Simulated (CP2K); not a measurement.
# Two attempts at AlPNH5 (SMILES N[PH][AlH2])

Wanted: the energy of AlPNH5, PM6.

Program for the calculation: CP2K 2026.2.

5 further runs of the same task are left out: 1 that didn't finish, 4 set aside as unsound or not needed.

## 1. The system as given

AlPNH5: 8 atoms, total charge 0, spin state singlet. As SMILES, `N[PH][AlH2]`. Geometry: a GFN2-xTB relaxation, a rough one for these elements and not checked as a minimum. This is one conformer, not always the lowest.

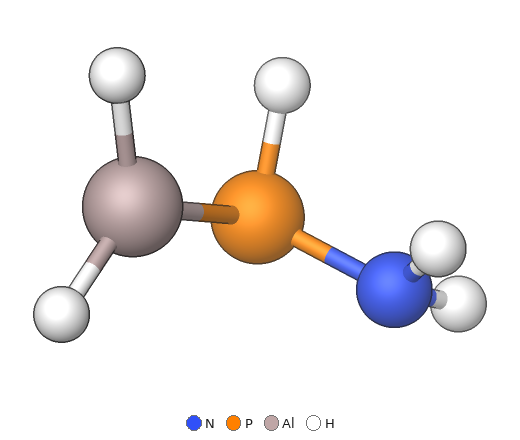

Viewed from a chosen angle; nitrogen blue, phosphorus orange, aluminium light grey, hydrogen white.

## 2. Try one

molecule.inp reads:

```
&GLOBAL
  PROJECT molecule
  RUN_TYPE SINGLE_POINT
  PRINT_LEVEL MEDIUM
&END GLOBAL
&FORCE_EVAL
  METHOD QS
  &DFT
    CHARGE 0
    MULTIPLICITY 1
    &QS
      METHOD PM6
      EPS_DEFAULT 1.0E-10
      &SE
        &COULOMB
          CUTOFF [angstrom] 50
          RC_RANGE [angstrom] 0
        &END COULOMB
        &EXCHANGE
          CUTOFF [angstrom] 50
          RC_RANGE [angstrom] 0
        &END EXCHANGE
      &END SE
    &END QS
    &POISSON
      PERIODIC NONE
      POISSON_SOLVER ANALYTIC
    &END POISSON
    &SCF
      SCF_GUESS ATOMIC
      EPS_SCF 1.0E-06
      MAX_SCF 150
      &DIAGONALIZATION
        ALGORITHM STANDARD
      &END DIAGONALIZATION
      &MIXING
        METHOD DIRECT_P_MIXING
        ALPHA 0.4
      &END MIXING
    &END SCF
    &PRINT
      &MOMENTS
        PERIODIC F
        REFERENCE COM
        MAX_MOMENT 1
      &END MOMENTS
      &MO ON
        ENERGIES T
        OCCUPATION_NUMBERS T
        NDIGITS 6
        &EACH
          QS_SCF 0
        &END EACH
        ADD_LAST NUMERIC
      &END MO
      &HIRSHFELD OFF
      &END HIRSHFELD
    &END PRINT
  &END DFT
  &SUBSYS
    &CELL
      ABC [angstrom] 20.7 20 18.3
      PERIODIC NONE
    &END CELL
    &COORD
      UNIT bohr
      N     -2.5666449     0.9557668    -1.4510073
      P     -1.3574848     0.7306815     1.5739151
      Al     2.0458364    -2.0371815     1.0287669
      H     -4.1206423     2.0706485    -1.5259727
      H     -1.3524959     1.4729659    -2.8329640
      H      0.5533874     2.6579943     1.5803213
      H      4.7715396    -0.9236036     1.0622151
      H      2.0265045    -4.9272719     0.5647069
    &END COORD
    &TOPOLOGY
      &CENTER_COORDINATES
      &END CENTER_COORDINATES
    &END TOPOLOGY
  &END SUBSYS
&END FORCE_EVAL
```

Run with:

```sh
OMP_NUM_THREADS=1 cp2k.psmp -i molecule.inp > molecule.out 2>&1
```

The log of the run:

```text
*******************************************************************************
 *   ___                                                                       *
 *  /   \                                                                      *
 * [ABORT]                                                                     *
 *  \___/               invalid value for enumeration:SINGLE_POINT             *
 *    |                                                                        *
 *  O/|                                                                        *
 * /| |                                                                        *
 * / \                                     input/input_enumeration_types.F:215 *
 *******************************************************************************

 ===== Routine Calling Stack =====

            4 val_create_parsing
            3 section_vals_parse
            2 section_vals_parse
            1 read_input

Program received signal SIGABRT: Process abort signal.
```

It took 0.32 s on 1 thread of Arm Neoverse N1, shared host; peak memory 0.13 GiB.

## 3. Diagnosis

The input was rejected.

The log says `\___/               invalid value for enumeration:SINGLE_POINT`. The fault: unknown run type.

## 4. Try two

Edit molecule.inp of step 2 so:

```diff
@@ -1,8 +1,3 @@
-&GLOBAL
-  PROJECT molecule
-  RUN_TYPE SINGLE_POINT
-  PRINT_LEVEL MEDIUM
-&END GLOBAL
 &FORCE_EVAL
-  METHOD QS
+  METHOD QUICKSTEP
   &DFT
@@ -24,2 +19,3 @@
     &END QS
+    # cluster boundary conditions
     &POISSON
@@ -28,2 +24,3 @@
     &END POISSON
+    # SCF settings
     &SCF
@@ -40,2 +37,3 @@
     &END SCF
+    # extra output
     &PRINT
@@ -60,2 +58,3 @@
   &SUBSYS
+    # box in angstrom
     &CELL
@@ -81 +80,6 @@
 &END FORCE_EVAL
+&GLOBAL
+  PROJECT molecule
+  RUN_TYPE ENERGY
+  PRINT_LEVEL MEDIUM
+&END GLOBAL
```

Run with:

```sh
OMP_NUM_THREADS=1 cp2k.psmp -i molecule.inp > molecule.out 2>&1
```

The log of the run:

```text
CP2K| version string:                                       CP2K version 2026.2
[...]
 GLOBAL| Method name                                                        CP2K
[...]
 GLOBAL| Run type                                                         ENERGY
[...]
                             - Atoms:                                          8
[...]
                             - Spherical basis functions:                     27
[...]
 Number of electrons:                                                         18
[...]
     1 P_Mix/Diag. 0.40E+00    0.0     0.74726540       -11.3923329774 -1.14E+01
[...]
    14 DIIS/Diag.  0.31E-06    0.0     0.00000095       -16.1179004329 -2.22E-10
  *** SCF run converged in    14 steps ***
  Core-core repulsion energy [eV]:                            742.82823788167343
  Core Hamiltonian energy [eV]:                              -707.20825278647612
  Two-electron integral energy [eV]:                         -948.42072147281465
  Electronic energy [eV]:                                   -1181.41861352288356
  Total energy [eV]:                                         -438.59037564120996
  Atomic reference energy [eV]:                               441.83715526179282
  Heat of formation [kcal/mol]:                                74.87252267222230
[...]
 SE_DIPOLE| Moment [Debye]         -1.32375752      -1.87235988       0.93214283
 SE_DIPOLE| Derivative [a.u.]       0.00000000       0.00000000       0.00000000
 ENERGY| Total FORCE_EVAL ( QS ) energy [hartree]            -16.117900432893133
[...]
```

Wall time 0.4 s (1 thread of Arm Neoverse N1, shared host); peak memory 0.14 GiB.

## 5. Results

Level: PM6.

| quantity | value |
| --- | --- |
| total energy | -16.11790 Eh |
| dipole moment | 2.48 D |
| HOMO energy | -9.34 eV |
| heat of formation | 74.9 kcal/mol |
